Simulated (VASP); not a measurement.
```
BeTe
1.0
    0.00000     2.79832     2.79832
    2.79832     0.00000     2.79832
    2.79832     2.79832     0.00000
Be Te
1 1
Direct
  0.00000   0.00000   0.00000
  0.25000   0.25000   0.25000
```

Calculation: PBE GGA with D4 dispersion, VASP's PBE PAW potentials (set 64) (plane waves; VASP). Run with 520 eV cut-off, 9×9×9 Γ-centred mesh, tetrahedra with Blöchl corrections, potentials Be Te.

Unless said otherwise, spin-orbit coupling is left out, though it shifts the bands of the heavy elements here.

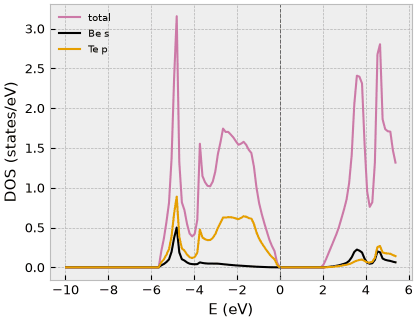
Figure: Total and projected density of states, zero at the valence-band maximum

Within 2 eV below the valence-band maximum the largest weight inside VASP's projection spheres is Te p, then Be p.

It has a band gap.

The compound is BeTe in the zinc blende structure. It was relaxed first.
